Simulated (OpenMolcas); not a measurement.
# How methods differ on AlH3O (AlH2(OH))

AlH3O: 5 atoms, total charge 0, spin state singlet. SMILES: `[H][Al]([H])[OH]`. The shape comes from GFN2-xTB, which is rough for such elements, and wasn't checked as a minimum.

```xyz
5

Al    0.2718    0.4511   -0.1093
H     1.7990    0.4172   -0.2214
H    -0.4810    1.7690   -0.3118
O    -0.5554   -0.9200    0.2267
H    -1.0343   -1.7173    0.4158
```

Quantity: the energy change with the Al1–H3 bond stretched from 1.531 to 3.828 Å, in eV. The values are calculated.

| level | kind | program | value (eV) | less FCI/STO-3G | CPU time (all runs) |
| --- | --- | --- | --- | --- | --- |
| M06-2X/STO-3G (restricted) | hybrid meta-GGA | OpenMolcas | 8.83 | +3.72 | 13 s |
| B2PLYP/STO-3G (restricted) | double hybrid | OpenMolcas | 6.55 | +1.44 | 7.8 s |
| CASPT2(2,2)/STO-3G | multireference | OpenMolcas | 5.19 | +0.08 | 3.1 s |
| CASSCF(2,2)/STO-3G | multireference | OpenMolcas | 5.25 | +0.14 | 3.4 s |
| SC-NEVPT2(2,2)/STO-3G | multireference | OpenMolcas | 5.17 | +0.06 | 3 s |
| CCSD(T)/STO-3G (restricted) | coupled cluster or CI | OpenMolcas | 4.92 | -0.19 | 4.2 s |
| CISD/STO-3G (restricted) | coupled cluster or CI | OpenMolcas | 6.00 | +0.89 | 3.3 s |
| FCI/STO-3G | exact in the basis | OpenMolcas | 5.11 | 0.00 | 29 s |

FCI/STO-3G is exact within its basis and frozen core, so for wave-function methods in that basis the difference is their error; functionals converge differently with the basis, so for them it is only a difference. The first shape isn't each level's own minimum. The values span 4.92 to 8.83 eV. All rows use very small basis sets, so even the best lies far from the true value. Times are those of the runs behind each value, whatever else they computed, on shared processors of several kinds: orders of magnitude only.

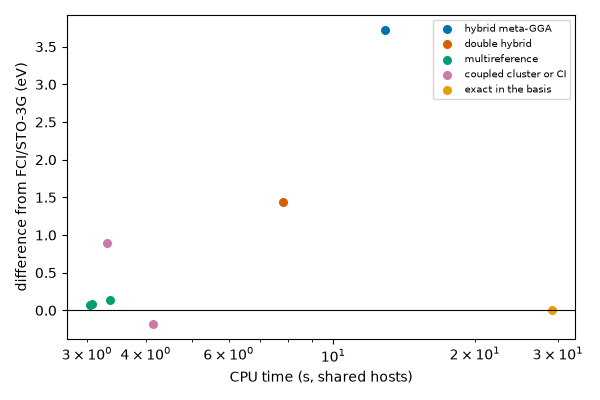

Difference from FCI/STO-3G against processor time, one point a level.
